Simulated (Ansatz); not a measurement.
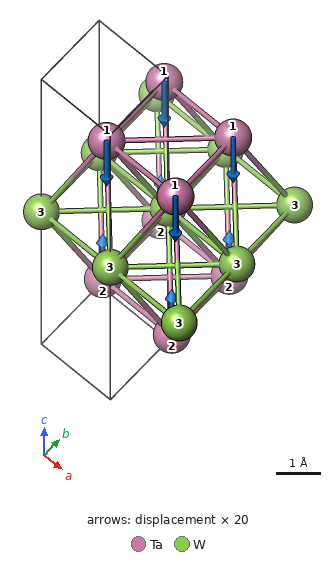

A relaxation of solid Ta₂W (a generated structure, set up in P-3m1) (coarse preliminary run). The starting structure is drawn; blue arrows show the displacements (the part carried along by the change of the cell is left out), 20 times their true length.

A ball-and-stick model of the cell of the calculation, repeated 2 × 2 × 1 with one cell outlined, seen from a free direction.

These are results of DFT PBE, scalar-relativistic, plane waves, PAW in Ansatz 0.2.0, not measurements.

Input file:
```yaml
crystal:
  lattice:
    - [2.88325323, 0.0, 0.0]
    - [-1.44162661, 2.49697054, 0.0]
    - [0.0, 0.0, 7.06249921]
  atoms:
    - { symbol: Ta, position: [0.66666667, 0.33333333, 0.83333333] }
    - { symbol: Ta, position: [0.33333333, 0.66666667, 0.16666667] }
    - { symbol: W, position: [0.0, 0.0, 0.5] }
basis:
  ecutwfc: 420
kpoints:
  mp_grid: { grid: [6, 6, 4] }
hamiltonian:
  xc: pbe
scf:
  occupations: { method: gaussian, width: 0.1 }
  lower_state_search: "off"
output:
  forces: true
  stress: true
  eigenvalues: true
relax:
  adjacent_minimum: "off"
  f_tol: 0.04
  max_steps: 70
  cell: { stress_tol: 0.4 }
```

Launched with:
```bash
ansatz run input.yaml --threads 1 --pin off --max-ram 2560MiB --backend cpu --events-out ev --progress --plain --runs-dir out
```

Question: Atoms of which element are displaced furthest, and by how much?

Answer: Tantalum: up to 0.061 Å, against 0.000 Å for tungsten.

Question: Describe the change and its energy.

Answer: The largest moves relative to the cell, 0.061 Å, are those of Ta1 and Ta2. Ta2 goes along +c. W stays in place. The volume changes by +6.0 %, with a = b 2.883 → 3.097 Å (+7.4 %), c 7.062 → 6.489 Å (−8.1 %). Some distances before and after: W3–W3 2.883 → 3.097 Å, Ta1–Ta1 2.883 → 3.097 Å, Ta1–W3 2.883 → 2.759 Å, Ta1–Ta2 2.883 → 2.902 Å. The space group stays P-3m1 (No. 164). The energy falls by 110 meV per atom in 9 accepted moves (12 points after the start). The largest force component goes from 0.42 to 0.0084 eV/Å. The pressure goes from 14.01 to −0.03 GPa. The line search rejected the trial steps at points 1, 9 of the run. The SCF was repeated once at an unchanged geometry on a basis and grid sized afresh for the cell, which shifted the energy by 1.0 meV per atom at most.
